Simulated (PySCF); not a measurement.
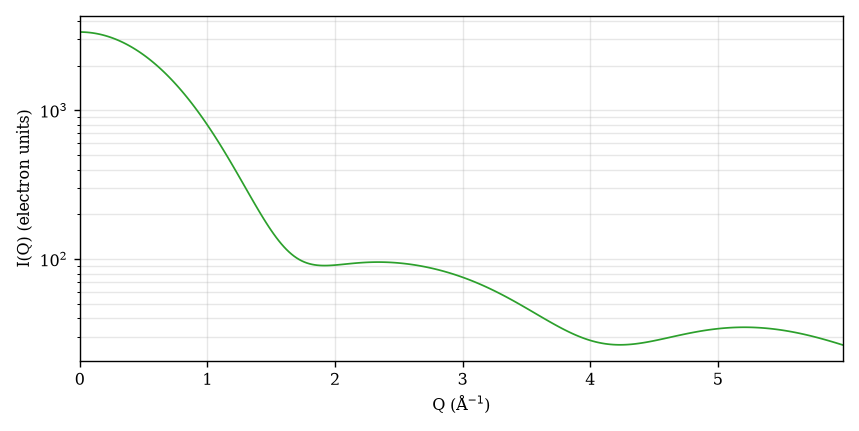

Elastic X-ray scattering of a randomly oriented, rigid molecule, calculated with the Debye equation from neutral-atom form factors (independent atoms, no Compton part, no vibration). The geometry is the end point of an optimisation (PySCF, PBE0-D3(BJ)/def2-SVP geometry optimisation, gas phase); it may be a saddle point or a higher isomer. It contains C, N, H.

How many electrons does the independent-atom model of the molecule hold?

I(0) is the square of the electron number: I(0) = 3360, so about 58 electrons, the count of C6H15N.

What radius of gyration does the initial fall-off give?

From I(Q) ≈ I(0) exp(−Q²R²/3) at small Q, R ≈ 2.05 Å. It is larger than the electron-weighted radius of the nuclear positions alone (1.89 Å), because each atom's electron cloud adds to it.
